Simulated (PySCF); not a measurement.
Molecule: SMILES COC(=O)[SiH2]c1ccccc1. Atoms near the plane z = 0.0 Å, at the GFN2-xTB optimised geometry (x, y, z in Å): C3 (-2.5, -1.6, 0.8), O4 (-3.3, -0.9, 0.4), Si5 (-0.8, -2.0, 0.0), C6 (0.2, -0.3, 0.0), C7 (-0.5, 0.9, 0.0), C8 (0.2, 2.1, 0.0), C9 (1.6, 2.0, 0.0), C10 (2.3, 0.8, 0.0), C11 (1.6, -0.3, 0.0), H16 (-0.1, -3.0, 0.8), H17 (-1.6, 0.9, 0.0), H18 (-0.3, 3.0, 0.0), H19 (2.2, 3.0, 0.0), H20 (3.3, 0.8, 0.0), H21 (2.1, -1.3, 0.0).

Calculation: PySCF with PBE/def2-SVP. Cells within 0.4 Å of a nucleus heavier than hydrogen are left out (blank, or x). The values are rescaled to run from 0 to 1.

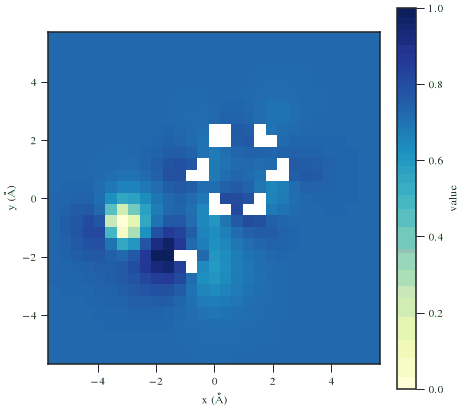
Fig. 1. a field on the plane z = 0.0 Å.

Question: Which quantity is mapped?
(A) Laplacian of the electron density
(B) an orbital amplitude
(C) deformation density (molecule minus spherical neutral atoms)
(D) electrostatic potential

Answer: B, an orbital amplitude. In full: HOMO amplitude (bohr^(-3/2)), clipped to [-0.25, 0.25].
